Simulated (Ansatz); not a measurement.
# CH5InO2 (SMILES [CH3][In]([OH])[OH]) at SVWN5/def2-SVP (core potential)

Aim: the electronic atomisation energy of CH5InO2 at SVWN5/def2-SVP (core potential), from 5 runs. 

Program for the calculation: Ansatz 0.2.0.

57 further runs of the same task are left out: 1 that didn't finish, 56 set aside as unsound or not needed. Runs told in other sessions of the task aren't counted.

### Step 1. The system as given

CH5InO2 has 9 atoms, charge 0, and is taken as a singlet. As SMILES, `[CH3][In]([OH])[OH]`. The coordinates come from a PBE0-D4/def2-TZVP relaxation. This is one conformer, not always the lowest.

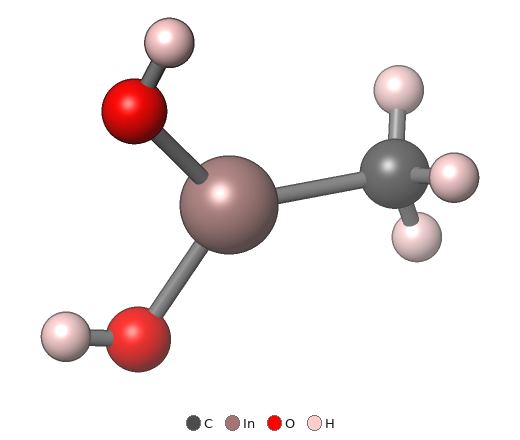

Viewed from a chosen angle; carbon dark grey, indium brown, oxygen red, hydrogen pink.

### Step 2. The energy at SVWN5/def2-SVP (core potential)

run.yaml

```yaml
crystal:
  periodic: [false, false, false]
  atoms:
    - {symbol: C, position_ang: [-0.086600, 0.920200, -1.366200]}
    - {symbol: In, position_ang: [0.122900, -0.336100, 0.337800]}
    - {symbol: O, position_ang: [1.440800, -1.806000, 0.500900]}
    - {symbol: O, position_ang: [-0.898600, -0.312900, 2.048600]}
    - {symbol: H, position_ang: [-1.126400, 0.929200, -1.692800]}
    - {symbol: H, position_ang: [0.212100, 1.936300, -1.107700]}
    - {symbol: H, position_ang: [0.547500, 0.548900, -2.169800]}
    - {symbol: H, position_ang: [1.365500, -2.243400, 1.353100]}
    - {symbol: H, position_ang: [-1.577100, 0.363700, 2.096100]}
basis:
  gaussian:
    orbitals: def2-SVP
hamiltonian:
  xc: {name: SVWN5}
accuracy: high
output:
  orbitals: {seedname: orbitals}
```

On the command line:

```sh
ansatz run run.yaml --threads 1 --pin off --max-ram 3480MiB --events-out events.jsonl --progress --plain --runs-dir runs
```

Log:

```text
Warning: RAYON_NUM_THREADS=1 ignored (pool sized by the plan → 1); use --threads N
Functional definition: SVWN5
  name "SVWN5"
  exchange = slater_x
  correlation = vwn5_c
2222 factors; integrals over basis functions are off by at most 2.0e-8 eV
mean field evaluation 1: about -10313.9391 eV, gradient 1.0e2 eV
mean field evaluation 2: about -10215.5661 eV, gradient 2.2e2 eV
mean field evaluation 4: about -10333.2702 eV, gradient 2.2e1 eV
mean field evaluation 8: about -10334.4671 eV, gradient 1.7e-1 eV
mean field evaluation 16: about -10334.4612 eV, gradient 1.0e-5 eV
mean field -10334.46116105 eV, -379.7844427193 hartree, gradient 8.0e-8 eV, S^2 0.000000; 0 other end points of the search recorded, 0 dependent functions left out
reference -10334.46116572 eV, -379.7844428910 hartree; 24, 24 occupied and 69, 69 virtual orbitals, 2222 factors
Total energy: -10334.46116572 eV, -379.7844428910 hartree
```

Wall time 4.2 s (1 thread of Arm Neoverse V2, shared host); peak memory 0.25 GiB.

### Step 3. The C atom

job.yaml

```yaml
crystal:
  periodic: [false, false, false]
  atoms:
    - {symbol: C, position_ang: [0.000000, 0.000000, 0.000000]}
basis:
  gaussian:
    orbitals: def2-SVP
magnetization:
  spin_polarized: true
  initial_magnetization: 2
hamiltonian:
  xc: {name: SVWN5}
accuracy: high
```

Run the same way, it converges to -37.42165 Eh (log not shown).

### Step 4. The H atom

in.yaml

```yaml
crystal:
  periodic: [false, false, false]
  atoms:
    - symbol: H
      position_ang: [0.000000, 0.000000, 0.000000]
basis:
  gaussian:
    orbitals: def2-SVP
magnetization:
  spin_polarized: true
  initial_magnetization: 1
accuracy: high
hamiltonian:
  xc: {name: SVWN5}
```

On the command line:

```sh
ansatz run in.yaml --threads 1 --pin off --max-ram 3480MiB --events-out events.jsonl --progress --plain --runs-dir runs
```

Log:

```text
Warning: RAYON_NUM_THREADS=1 ignored (pool sized by the plan → 1); use --threads N
[... 4 set-up lines as earlier in the session ...]
15 factors; integrals over basis functions are off by at most 8.9e-10 eV
mean field evaluation 1: about -12.9915 eV, gradient 3.1e-1 eV
mean field evaluation 2: about -12.9914 eV, gradient 3.1e-1 eV
mean field evaluation 4: about -12.9926 eV, gradient 1.4e-5 eV
mean field evaluation 8: about -12.9926 eV, gradient 2.8e-8 eV
mean field -12.99257338 eV, -0.4774682650 hartree, gradient 2.8e-8 eV, S^2 0.750000; 0 other end points of the search recorded, 0 dependent functions left out
reference -12.99257482 eV, -0.4774683181 hartree; 1, 0 occupied and 4, 5 virtual orbitals, 15 factors
Total energy: -12.99257482 eV, -0.4774683181 hartree
```

Run time: 0.08 s. Hardware: 1 thread of Arm Neoverse V2, shared host.

### Step 5. The In atom at the same level

molecule.yaml

```yaml
crystal:
  periodic: [false, false, false]
  atoms:
    - {symbol: In, position_ang: [0.000000, 0.000000, 0.000000]}
basis:
  gaussian: {orbitals: def2-SVP}
hamiltonian: {xc: {name: SVWN5}}
magnetization: {spin_polarized: true, initial_magnetization: 1}
accuracy: high
```

Run the same way, it converges to -189.79005 Eh (log not shown).

### Step 6. The O atom, same level

in.yaml

```yaml
crystal:
  periodic: [false, false, false]
  atoms:
    - {symbol: O, position_ang: [0.000000, 0.000000, 0.000000]}
basis:
  gaussian:
    orbitals: def2-SVP
accuracy: high
magnetization:
  spin_polarized: true
  initial_magnetization: 2
hamiltonian:
  xc: {name: SVWN5}
```

Run the same way, it converges to -74.42922 Eh (log not shown).

### Step 7. Outcome

At SVWN5/def2-SVP (core potential):

| quantity | value |
| --- | --- |
| molecule: total energy | -379.78444 Eh |
| molecule: HOMO energy | -6.18 eV |
| molecule: LUMO energy | -1.74 eV |
| molecule: HOMO–LUMO gap | 4.45 eV |
| C atom: total energy | -37.42165 Eh |
| C atom: ⟨S²⟩ | 2.002 |
| H atom: total energy | -0.47747 Eh |
| H atom: ⟨S²⟩ | 0.750 |
| In atom: total energy | -189.79005 Eh |
| In atom: ⟨S²⟩ | 0.751 |
| O atom: total energy | -74.42922 Eh |
| O atom: ⟨S²⟩ | 2.002 |
| electronic atomisation energy | 36.109 eV |

**Reading.** Taking the molecule apart into free atoms costs 36.11 eV (833 kcal/mol), before zero-point energy and without spin-orbit coupling.
